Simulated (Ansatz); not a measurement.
**PBE0/aug-cc-pVDZ run of CH2ClF (chlorofluoromethane)**

What is the electronic atomisation energy of CH2ClF (chlorofluoromethane) at PBE0/aug-cc-pVDZ? 

The calculation is run with Ansatz 0.2.0.

68 further runs of the same task are left out: 68 set aside as unsound or not needed.

## Step 1: The system as given

The species is CH2ClF (5 atoms), meant as a singlet with charge 0. As SMILES, `FCCl`. Geometry: relaxed at PBE0-D4/def2-TZVP.

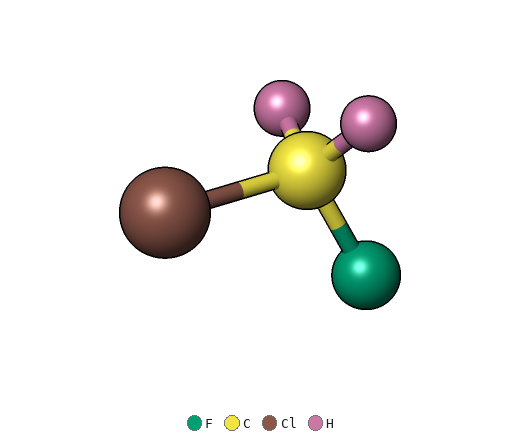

The structure, seen from a chosen angle (fluorine teal, carbon yellow, chlorine brown, hydrogen pink).

## Step 2: A single-point energy at PBE0/aug-cc-pVDZ

The input, input.yaml:

```yaml
crystal:
  periodic: [false, false, false]
  atoms:
    - symbol: F
      position_ang: [-0.970450, 0.560520, 0.766500]
    - symbol: C
      position_ang: [0.083560, 0.089320, 0.058070]
    - symbol: Cl
      position_ang: [-0.422970, -1.232890, -0.998060]
    - symbol: H
      position_ang: [0.832130, -0.302600, 0.745580]
    - symbol: H
      position_ang: [0.477720, 0.885670, -0.572080]
basis:
  gaussian:
    orbitals: aug-cc-pVDZ
hamiltonian:
  xc: pbe0
accuracy: high
output: {orbitals: {seedname: orbitals}}
```

Command:

```console
ansatz run input.yaml --threads 1 --pin off --max-ram 3480MiB --events-out events.jsonl --progress --plain --runs-dir runs
```

Standard output:

```text
Warning: RAYON_NUM_THREADS=1 ignored (pool sized by the plan → 1); use --threads N
Functional definition: PBE0
  name "PBE0"
  parameter a = 0.25
  parameter kappa = 0.804
  parameter beta = 0.06672455060314922
  exchange = (1 - a)*pbe_x(kappa = kappa, mu = beta*pi^2/3) + a*exact_x
  correlation = pbe_c(beta = beta)
1830 factors; integrals over basis functions are off by at most 4.1e-9 eV
mean field evaluation 1: about -16300.1628 eV, gradient 2.6e1 eV
mean field evaluation 2: about -16299.7247 eV, gradient 3.0e1 eV
mean field evaluation 4: about -16301.5350 eV, gradient 1.3e0 eV
mean field evaluation 8: about -16301.6336 eV, gradient 1.1e-1 eV
mean field evaluation 16: about -16301.6336 eV, gradient 7.0e-6 eV
mean field -16301.63361858 eV, -599.0739858388 hartree, gradient 7.5e-8 eV, S^2 0.000000; 0 other end points of the search recorded, 0 dependent functions left out
reference -16301.63362282 eV, -599.0739859945 hartree; 17, 17 occupied and 74, 74 virtual orbitals, 1830 factors
Total energy: -16301.63362282 eV, -599.0739859945 hartree
```

Run time: 4.8 s. Hardware: 1 thread of Arm Neoverse V2, shared host; peak memory 0.26 GiB.

## Step 3: The C atom, same level

The input, in.yaml:

```yaml
crystal:
  periodic: [false, false, false]
  atoms:
    - {symbol: C, position_ang: [0.000000, 0.000000, 0.000000]}
basis:
  gaussian:
    orbitals: aug-cc-pVDZ
magnetization:
  spin_polarized: true
  initial_magnetization: 2
hamiltonian:
  xc: {name: PBE0}
accuracy: high
```

Run the same way, it converges to -37.80077 Eh (log not shown).

## Step 4: The Cl atom at the same level

The input, run.yaml:

```yaml
basis:
  gaussian:
    orbitals: aug-cc-pVDZ
crystal:
  periodic: [false, false, false]
  atoms:
    - {symbol: Cl, position_ang: [0.000000, 0.000000, 0.000000]}
magnetization:
  spin_polarized: true
  initial_magnetization: 1
hamiltonian:
  xc: {name: PBE0}
accuracy: high
```

Run the same way, it converges to -459.99242 Eh (log not shown).

## Step 5: The F atom at the same level

The input, in.yaml:

```yaml
basis:
  gaussian:
    orbitals: aug-cc-pVDZ
crystal:
  periodic: [false, false, false]
  atoms:
    - symbol: F
      position_ang: [0.000000, 0.000000, 0.000000]
hamiltonian:
  xc: pbe0
magnetization:
  spin_polarized: true
  initial_magnetization: 1
accuracy: high
```

Run the same way, it converges to -99.64640 Eh (log not shown).

## Step 6: The H atom

The input, input.yaml:

```yaml
crystal:
  periodic: [false, false, false]
  atoms:
    - {symbol: H, position_ang: [0.000000, 0.000000, 0.000000]}
basis:
  gaussian: {orbitals: aug-cc-pVDZ}
magnetization: {spin_polarized: true, initial_magnetization: 1}
hamiltonian: {xc: pbe0}
accuracy: high
```

Run the same way, it converges to -0.50065 Eh (log not shown).

## Step 7: What came out

Level: PBE0/aug-cc-pVDZ.

```
                     quantity          value
       molecule: total energy  -599.07399 Eh
        molecule: HOMO energy       -8.89 eV
        molecule: LUMO energy       -0.14 eV
      molecule: HOMO–LUMO gap        8.75 eV
         C atom: total energy   -37.80077 Eh
                 C atom: ⟨S²⟩          2.004
        Cl atom: total energy  -459.99242 Eh
                Cl atom: ⟨S²⟩          0.753
         F atom: total energy   -99.64640 Eh
                 F atom: ⟨S²⟩          0.752
         H atom: total energy    -0.50065 Eh
                 H atom: ⟨S²⟩          0.750
electronic atomisation energy      17.227 eV
```

Taking the molecule apart into free atoms costs 17.23 eV (1662 kJ/mol), before zero-point energy and without spin-orbit coupling.
